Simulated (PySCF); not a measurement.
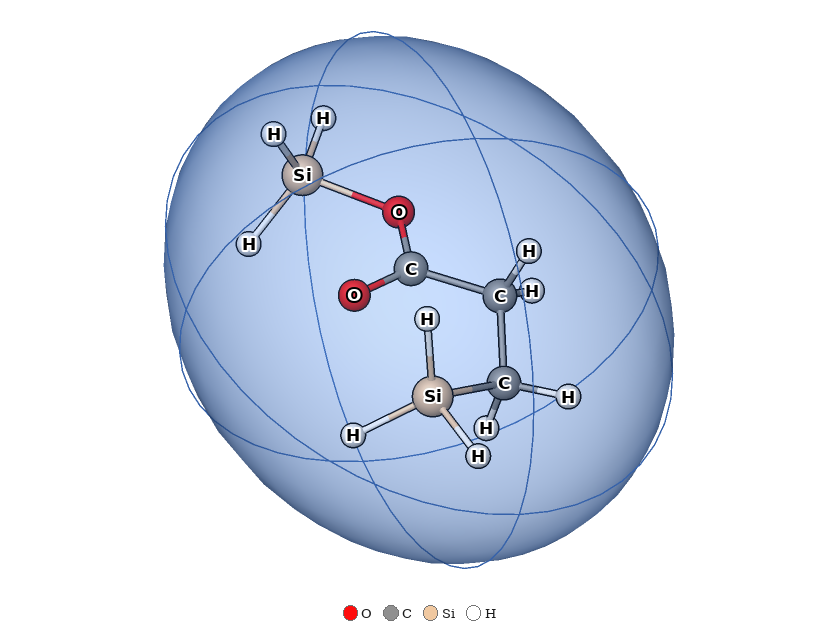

The ellipsoid shows the static dipole polarisability: its half-axes are proportional to the principal values. The computed structure is the end point of a GFN2-xTB optimisation. No frequency run is at hand to confirm it as a minimum. Computed with CAM-B3LYP/def2-SVPD (PySCF 2.14.0).

**Give the principal values, the mean and the anisotropy.**

Principal values 78.6, 90.5, 111.3 bohr³; mean 93.4 bohr³ (13.85 Å³); anisotropy 28.7 bohr³, so the longest axis is 1.42 times the shortest.

The geometry is semi-empirical. Around Si such bond lengths and angles can be off by a tenth of an ångström or more and by several degrees, and values that hang on the shape move with them.
